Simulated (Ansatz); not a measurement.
The starting structures come from a database of crystals and need not be the phases stable at ambient conditions.

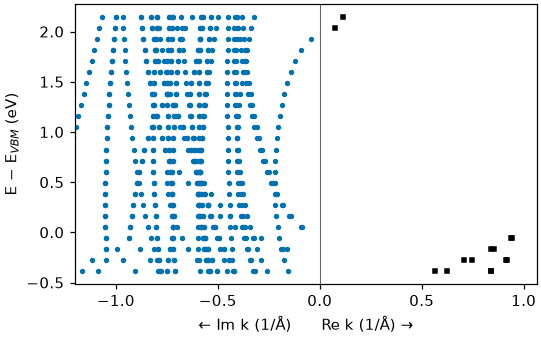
Fig. 1. Complex bands at the centre of the two-dimensional zone; r2SCAN (Ansatz, an electronic-structure program)

The gap is the functional's own. No spin-orbit coupling. Mid-gap values are interpolated on the energy grid.

### Question
This is Ba₃In₂Cl₂O₅ (I4/mmm, not sure to be the ambient phase, 12 atoms a cell, 19.7 Å³ an atom, -3 GPa at this level) along the normal of (110). Read off the slowest decay at the centre of the two-dimensional zone at 0.94 eV, the computed energy nearest the middle of the gap.

### Answer
κ ≈ 0.21 1/Å, a decay length 1/(2κ) of the density of 2.4 Å.
